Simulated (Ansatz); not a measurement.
CH4F2GeO (SMILES O[C](F)(F)[GeH3])

Input file:

```
crystal:
  periodic: [false, false, false]
  atoms:
    - { symbol: O, position_ang: [1.4716, 0.9528, 0.1177] }
    - { symbol: C, position_ang: [0.6248, 0.0889, -0.6073] }
    - { symbol: F, position_ang: [1.3693, -0.9874, -0.9975] }
    - { symbol: F, position_ang: [0.1896, 0.7077, -1.7447] }
    - { symbol: Ge, position_ang: [-0.8344, -0.5475, 0.4966] }
    - { symbol: H, position_ang: [0.8681, 1.8238, 0.2478] }
    - { symbol: H, position_ang: [-1.67188, -1.58943, -0.33204] }
    - { symbol: H, position_ang: [-1.69624, 0.62207, 0.90183] }
    - { symbol: H, position_ang: [-0.25501, -1.30641, 1.7617] }
basis:
  gaussian: { orbitals: def2-SVP }
hamiltonian:
  xc: pbe
  dispersion: d4
relax:
  f_tol: 0.015
  max_steps: 40
output:
  orbitals: {}
```

Run with:

```sh
ansatz run input.yaml --threads 2 --pin off --max-ram 3072MiB --backend cpu --events-out ev --progress --plain --runs-dir out
```

The fields are those of the relaxed geometry.

Computed with Ansatz 0.2.0, RKS PBE-D4/def2-SVP.

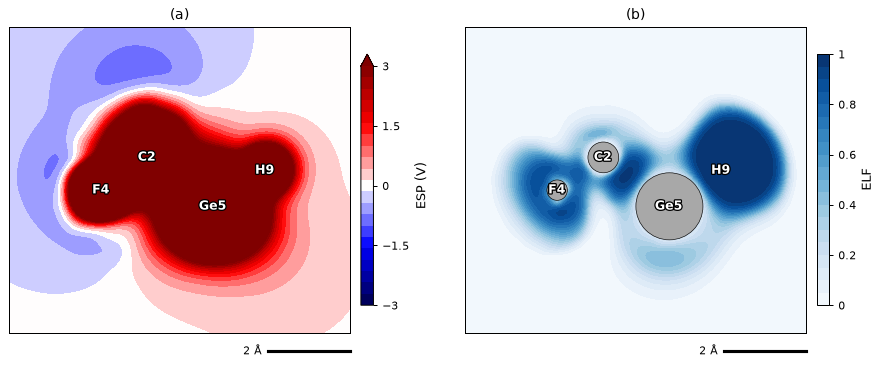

Figure 1. (a) molecular electrostatic potential; (b) electron localisation function on the plane of atoms F4, C2 and Ge5. Grey discs cover the atomic cores in the ELF map.

What does the map show?

Answer. The plane passes through C, F, Ge and H nuclei. C–F (1.39 Å): the ELF peaks at about 0.85 between the atoms (a polar covalent bond). C–Ge (2.01 Å): the ELF peaks at about 0.95 in the valence shell of C, 0.7 Å from its nucleus, and is about 0.75 at the midpoint. Ge–H (1.55 Å): the ELF climbs to about 1 towards the hydrogen. The ELF also peaks beside F4, away from the bonds: lone-pair regions. Outside the dense part of the molecule the potential is most negative (−0.9 V) near O1, which lies off the plane.

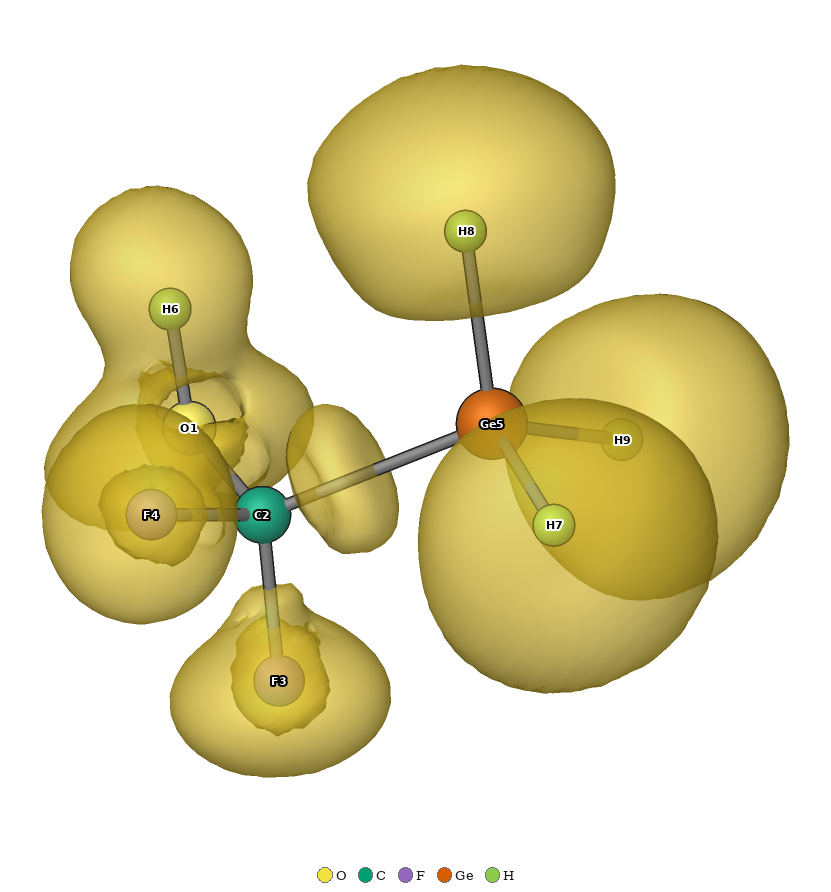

Figure 2. Isosurface of the ELF at 0.75 (yellow), seen at a tilt. Core shells and regions of very low density are left out.

What do the ELF domains correspond to?

Answer. At this value the surface marks out three regions around hydrogen nuclei, one lobe of the valence shell of C pointing towards Ge (polar bonds), two regions on F in which the atom's valence shell and bonds are merged and one joined region spread over several atoms (H, O), in which their bonds and any lone pairs are merged.


C–F (1.36 Å): the ELF peaks at about 0.85 between the atoms (a polar covalent bond). C–O (1.37 Å): the ELF peaks at about 0.90 between the atoms, as expected for a polar covalent bond.

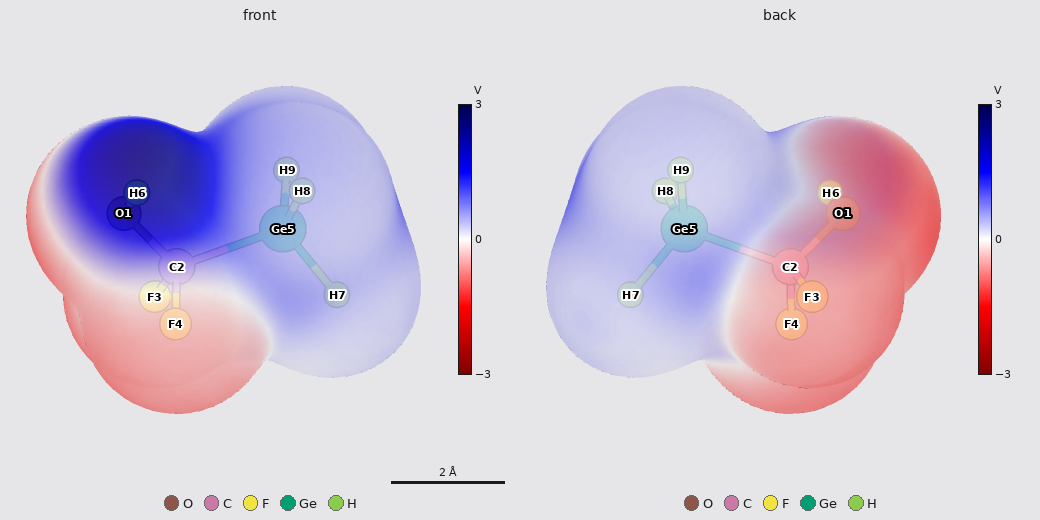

Figure 3. The electrostatic potential painted on the density surface at 0.001 e/bohr³, seen from the front and from behind; the colour scale runs from red (negative) to blue (positive).

Describe the electrostatic potential map.

Answer. The most negative region (about −1.0 V) lies over O1, the most positive (about +2.4 V) over H6.
